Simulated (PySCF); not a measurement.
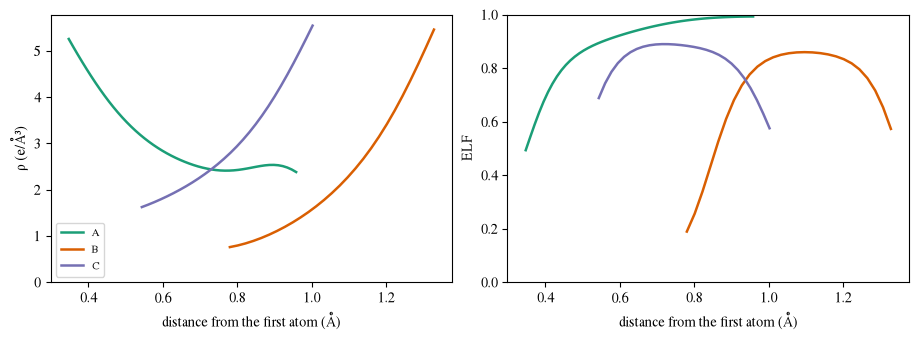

Figure 1: AlBH₄O₅. Total electron density and ELF along straight lines between neighbouring atoms. The curves leave out the atomic cores.

Geometry: PBE0-D3(BJ)/def2-SVP.

All numbers below come from PBE0/pcSseg-1, SCF density, gas phase, non-relativistic in PySCF.

```xyz
11

O     1.4024   -1.2205   -0.7341
Al    0.0335   -1.1457    0.2734
O    -0.5949   -2.5089    1.0418
O    -0.5926    0.4309    0.3938
B    -0.1287    1.5751   -0.2330
O     0.9462    1.5798   -1.0641
O    -0.7686    2.7600   -0.0192
H     1.9236   -1.9924   -0.9587
H    -1.3583   -2.5308    1.6200
H     1.3491    0.7038   -1.1630
H    -1.5084    2.6327    0.5807
```

Question: Which curve belongs to which contact (Al–O, B–O and O–H)? The first atom named is at distance zero.

Answer: Curve A: O–H (0.96 Å): the density is about 3.7 e/Å³ at the midpoint; the ELF climbs to about 1 towards the hydrogen, as it does in any bond to H; a covalent bond by its length. Curve B: Al–O (1.69 Å): the density is about 0.89 e/Å³ at the midpoint; the ELF peaks at about 0.85 in the valence shell of O, 0.6 Å from its nucleus, and is about 0.45 at the midpoint. Curve C: B–O (1.36 Å): ρ is about 2.2 e/Å³ halfway; the ELF peaks at about 0.90 between the atoms (a polar covalent bond).
